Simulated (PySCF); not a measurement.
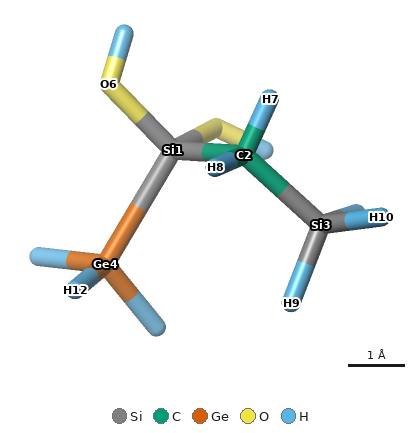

The input geometry (stick view, seen at a tilt; atoms are numbered from 1 in the order of the input). Sticks mark near contacts. Bond lengths as drawn: C–H 1.10 to 1.11 Å, C–Si 1.88 Å, Ge–H 1.54 Å, Ge–Si 2.38 Å, H–O 0.96 Å, H–Si 1.49 to 1.50 Å and O–Si 1.66 to 1.67 Å.

## CH10GeO2Si2: excited-state calculation

- system: CH10GeO2Si2, SMILES O[Si](O)([GeH3])C[SiH3]
- method: TDDFT CAM-B3LYP/def2-SVPD, vertical, gas phase, core orbitals frozen in the response (PySCF 2.14.0)

The geometry comes from this level: PBE0-D3(BJ)/def2-SVP.

Output:
```
coarse grid: 60504 points
cycle   1  E = -2849.9618531655  dE = -2.863e-01  |g| = 9.947e-01  |ddm| = 4.761e+00
cycle   2  E = -2849.8493154305  dE =  1.125e-01  |g| = 1.285e+00  |ddm| = 2.534e+00
cycle   3  E = -2850.1423075890  dE = -2.930e-01  |g| = 9.246e-02  |ddm| = 1.351e+00
cycle   4  E = -2850.1437493510  dE = -1.442e-03  |g| = 4.208e-02  |ddm| = 1.509e-01
cycle   5  E = -2850.1440805657  dE = -3.312e-04  |g| = 6.376e-03  |ddm| = 4.897e-02
cycle   6  E = -2850.1440900428  dE = -9.477e-06  |g| = 2.117e-03  |ddm| = 1.549e-02
final grid: 124240 points
cycle   7  E = -2850.1441283399  dE =  2.586e-07  |g| = 2.737e-03  |ddm| = 7.280e-03
cycle   8  E = -2850.1441271715  dE =  1.168e-06  |g| = 3.765e-03  |ddm| = 5.515e-03
cycle   9  E = -2850.1441296995  dE = -2.528e-06  |g| = 1.071e-04  |ddm| = 3.013e-03
cycle  10  E = -2850.1441297030  dE = -3.517e-09  |g| = 2.001e-05  |ddm| = 2.424e-04
cycle  11  E = -2850.1441297032  dE = -2.001e-10  |g| = 1.123e-05  |ddm| = 7.675e-05
```

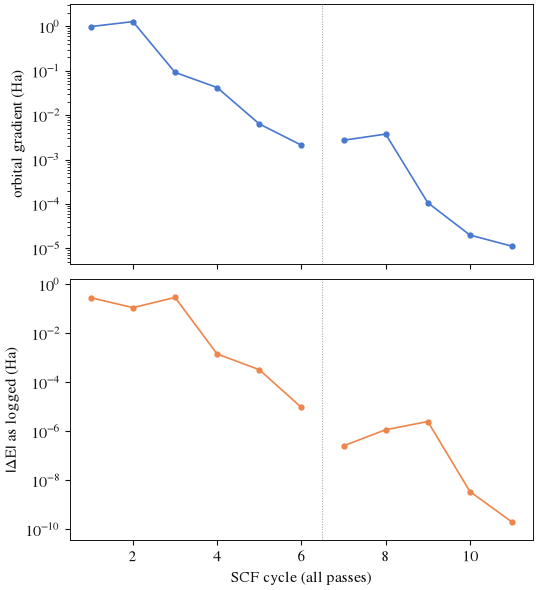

Convergence of the self-consistent field: orbital gradient and size of the energy change against the SCF cycle. The dotted line marks the change from a coarse to the final integration grid. The first 6 cycles use a coarse grid, the final grid takes over at cycle 7, and the field converges after 11 cycles in all.

```
converged SCF energy = -2850.1441297032

Static polarisability (au): isotropic 105.737, principal 93.392 105.495 118.322

Singlet excitations
state   eV       nm        f      main configurations
  1   6.6756    185.7   0.04788   H->L 0.62, H->L+1 0.20
  2   6.8287    181.6   0.03193   H->L+1 0.59, H->L 0.25
  3   7.1399    173.6   0.09000   H->L+2 0.79
  4   7.7201    160.6   0.04703   H->L+3 0.64, H->L+4 0.16
  5   7.8651    157.6   0.01350   H->L+4 0.37, H->L+5 0.31, H->L+1 0.09
  6   8.0060    154.9   0.04968   H->L+7 0.39, H->L+5 0.18, H->L+6 0.13

Triplet excitations (Tamm-Dancoff, eV): 6.1163 6.4013
Vertical ionisation energy (delta-SCF) = 9.5903 eV
```

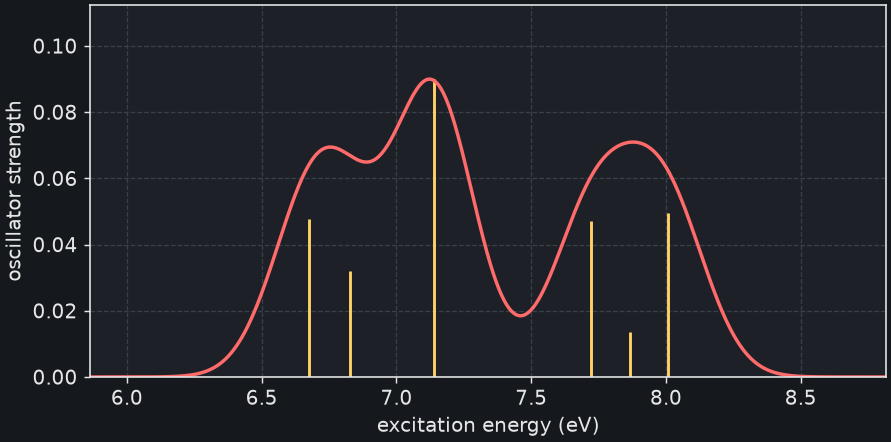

Computed excitations as sticks (degenerate states added up, dark ones marked on the axis), with a Gaussian envelope of 0.35 eV full width at half maximum, scaled to the tallest. Of the 6 states the lowest lies at 6.68 eV (f = 0.048); the strongest line is at 7.14 eV, or 174 nm (f = 0.090).

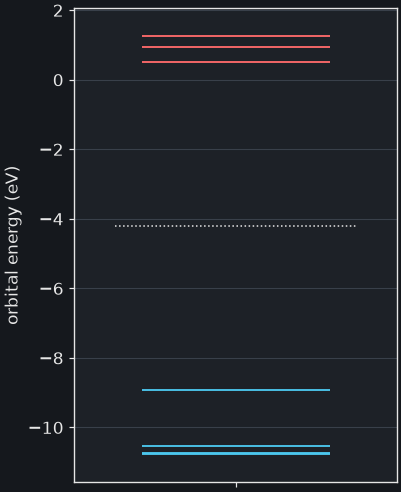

Orbital energies near the frontier; the dotted line parts filled from empty levels, and levels within 0.02 eV of each other stand side by side. Highest filled −8.92 eV, lowest empty 0.52 eV, 9.44 eV apart.

The run was set up as follows.

The input:
```
{"job": {"kind": "uv", "xc": "CAM-B3LYP", "basis": "def2-SVPD", "nstates": 6, "ntriplets": 2, "ip": true}, "charge": 0, "multiplicity": 1}
Si    -0.461949     0.896838     0.375118
C      0.978993    -0.172047     0.927089
Si     1.777641    -1.208490    -0.421792
Ge    -2.285017    -0.435018    -0.372028
O      0.071179     1.956945    -0.798873
O     -1.069341     1.832781     1.603548
H      1.751360     0.485404     1.366267
H      0.633330    -0.843778     1.732028
H      0.833417    -2.258029    -0.911944
H      3.032243    -1.867365     0.051146
H      2.128112    -0.333157    -1.589565
H     -2.634546    -1.538628     0.646890
H     -3.542180     0.419445    -0.613053
H     -1.929606    -1.136913    -1.699988
H      0.687509     1.613759    -1.452964
H     -0.566636     2.626144     1.816060
```

The first line tells a small driver script what to run in PySCF; the rest is the geometry in Å.

Launched with:
```bash
OMP_NUM_THREADS=1 python <driver script> task.json out
```

Summary:

| quantity | value |
| --- | --- |
| outcome | converged |
| total energy | −2850.144130 hartree |
| HOMO | −8.92 eV |
| LUMO | 0.52 eV |
| dipole moment | 2.28 D |
| mean polarisability | 105.74 a.u. |
| vertical ionisation energy | 9.59 eV |
| lowest singlet excitation | 6.68 eV |
| hardware | 1 CPU thread, shared host |
| wall time | 2.1 min |
| peak memory | 1.3 GiB |

Remarks:

Spin–orbit coupling is left out, which matters for the heavy atoms.
